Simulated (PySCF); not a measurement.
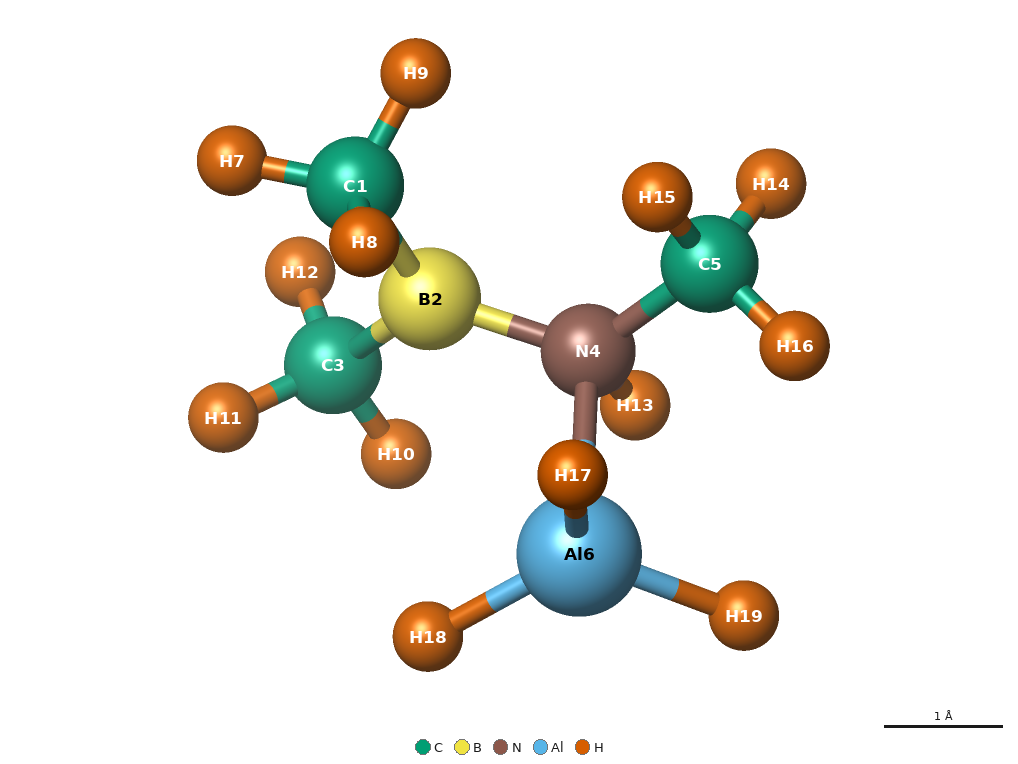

The atoms are numbered. Computed geometry: GFN2-xTB optimisation. No frequency run is at hand to confirm it as a minimum.

Which atoms are bonded, and how long are the bonds? Leave out bonds to hydrogen.

| bond | length (Å) |
| --- | --- |
| C1–B2 | 1.576 |
| B2–C3 | 1.577 |
| B2–N4 | 1.434 |
| N4–C5 | 1.457 |
| N4–Al6 | 2.128 |
